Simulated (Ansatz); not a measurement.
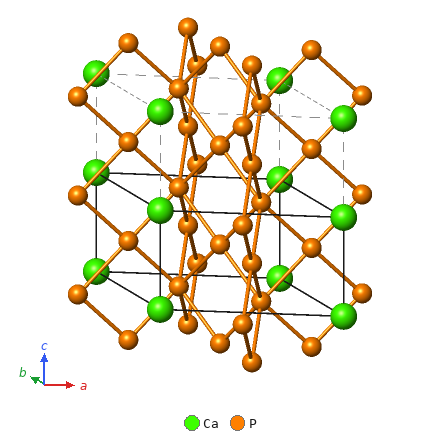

System CaP₅ (space group P6/mmm, No. 191); source of the atomic positions: the end point of a relaxation with Ansatz 0.2.0, DFT PBE, scalar-relativistic, plane waves, PAW; the starting structure was generated, so it need not be a known form of this composition.

Bonds are taken as P–P below 2.7 Å; Ca is left out of the net, as the electropositive filling of the structure; no other contact counts. Simplification: prune 0- and 1-connected atoms, fold 2-connected ones into links.

> What kind of net remains, and which atoms are its nodes?

A binodal (4,6)-connected, three-periodic net: P(3g) is a 4-connected node; P(2c) is a 6-connected node, in the ratio 3:2.

> Is the net interpenetrated?

It is a single net, without interpenetration.

> Give the first five terms of the coordination sequence (nodes one, two, three … edges away).

P(3g): 4, 14, 20, 50, 60; P(2c): 6, 11, 30, 38, 90.

> How many nodes does the smallest cycle have?

Four.

The simplified net, drawn on the atoms' positions. Nodes are coloured by topological kind. Short stubs are edges that leave the cut-out.

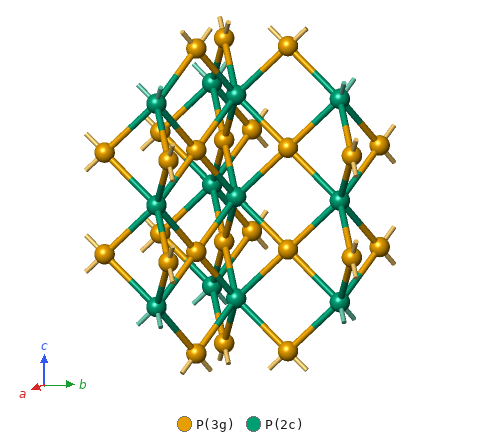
